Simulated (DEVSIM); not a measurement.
System: Schottky contact on n-type Si, at 350 K.

| layer (left to right) | material | thickness (μm) | Nd (cm⁻³) | τn (s) | τp (s) |
|---|---|---|---|---|---|
| 1 | Si | 6.20 | 5.1e16 | 3.6e-7 | 3.6e-7 |

Left contact: Schottky, work function 4.84 eV, emission velocity 1.6e6 cm/s. Right contact: ohmic. Voltage is applied to the left contact. Recombination: SRH at mid-gap. Mobility is μmin + (μ − μmin)/(1 + (N/Nref)^α).

Constants are typed, rounded textbook-type inputs, not results; the design itself was drawn at random and stands for no fabricated device. Values at 300 K; Nc and Nv go as T^1.5, mobilities as T to minus their exponent, the gap by Varshni's rule with the affinity fixed.

| parameter | Si |
|---|---|
| gap (eV) | 1.124 |
| affinity (eV) | 4.05 |
| permittivity | 11.7 |
| Nc (cm⁻³) | 2.86e19 |
| Nv (cm⁻³) | 3.1e19 |
| μn (cm²/Vs) | 1417 |
| μp (cm²/Vs) | 470 |
| μn,min | 52 |
| μp,min | 45 |
| Nref,n | 9.7e16 |
| Nref,p | 2.2e17 |
| αn | 0.68 |
| αp | 0.72 |
| T exponent of μn | 2.3 |
| T exponent of μp | 2.2 |
| Varshni α (eV/K) | 0.000473 |
| Varshni β (K) | 636 |

Simulated with DEVSIM: 1D drift-diffusion, Boltzmann statistics, complete ionisation; no tunnelling, impact ionisation, image-force lowering or self-heating. Metal contacts follow the ideal Schottky-Mott rule: no Fermi-level pinning, no interface dipoles.

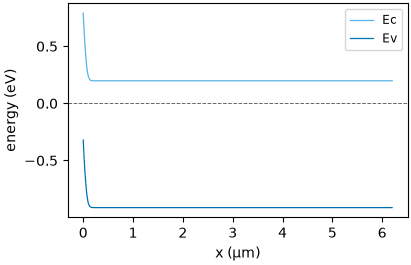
Figure: Band edges at zero bias

Energies count from the Fermi level of the right contact; mesh points crowd at the junctions.

| x (μm) | Ec (eV) | Ev (eV) | n (cm⁻³) | p (cm⁻³) | field (V/cm) |
|---|---|---|---|---|---|
| 0.000 | 0.790 | -0.321 | 1.5e8 | 9.4e14 | -94000 |
| 0.01358 | 0.669 | -0.441 | 8.3e9 | 1.7e13 | -83000 |
| 0.03244 | 0.526 | -0.585 | 9.6e11 | 1.5e11 | -69000 |
| 0.06423 | 0.348 | -0.763 | 3.5e14 | 4.0e8 | -44000 |
| 0.1317 | 0.208 | -0.903 | 3.7e16 | 3900000 | -4900 |
| 0.2095 | 0.198 | -0.913 | 5.1e16 | 2800000 | -110 |
| 0.3407 | 0.198 | -0.913 | 5.1e16 | 2800000 | ≈ 0 |
| 0.6191 | 0.198 | -0.913 | 5.1e16 | 2800000 | ≈ 0 |
| 0.9403 | 0.198 | -0.913 | 5.1e16 | 2800000 | ≈ 0 |
| 1.482 | 0.198 | -0.913 | 5.1e16 | 2800000 | ≈ 0 |
| 2.233 | 0.198 | -0.913 | 5.1e16 | 2800000 | ≈ 0 |
| 3.673 | 0.198 | -0.913 | 5.1e16 | 2800000 | ≈ 0 |
| 4.590 | 0.198 | -0.913 | 5.1e16 | 2800000 | ≈ 0 |
| 5.134 | 0.198 | -0.913 | 5.1e16 | 2800000 | ≈ 0 |
| 5.606 | 0.198 | -0.913 | 5.1e16 | 2800000 | ≈ 0 |
| 5.828 | 0.198 | -0.913 | 5.1e16 | 2800000 | ≈ 0 |
| 5.960 | 0.198 | -0.913 | 5.1e16 | 2800000 | ≈ 0 |
| 6.055 | 0.198 | -0.913 | 5.1e16 | 2800000 | ≈ 0 |
| 6.128 | 0.198 | -0.913 | 5.1e16 | 2800000 | ≈ 0 |
| 6.160 | 0.198 | -0.913 | 5.1e16 | 2800000 | ≈ 0 |
| 6.183 | 0.198 | -0.913 | 5.1e16 | 2800000 | ≈ 0 |
| 6.200 | 0.198 | -0.913 | 5.1e16 | 2800000 | ≈ 0 |
